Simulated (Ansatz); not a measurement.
## Ti, alloy series

Take Ti in the hcp (Mg type) structure (space group P6_3/mmc, No. 194; a = 2.9363 Å, c = 4.6372 Å) as the base.

The other end (x = 1) is Hf in the hcp (Mg type) structure (space group P6_3/mmc, No. 194): 22.35 Å³/atom, gap zero.

Hf replaces a fraction x of Ti; each row is one arrangement (x, atoms in the cell, starting space group or random), fully relaxed.

Calculations: Ansatz (an electronic-structure program), r2SCAN, PAW, cutoff 500 eV, without spin-orbit coupling, earlier PAW set.

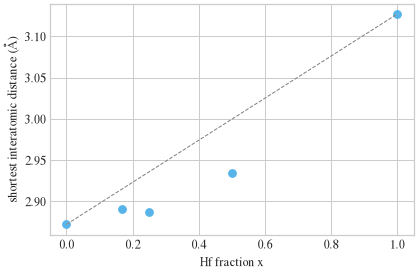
Fig. 1. Shortest interatomic distance against Hf fraction x; the dashed line joins the ends

```csv
Hf fraction x,shortest interatomic distance
"x(Hf) = 0.167, 6 atoms, P-62m",5.462 bohr
"x(Hf) = 0.25, 8 atoms, Pmm2",5.457 bohr
"x(Hf) = 0.5, 8 atoms, P2_1/m",5.546 bohr
```

These are small ordered cells, not random alloys; other orderings at the same x differ. Stability against distortions was not tested. The final runs are not spin-polarised.
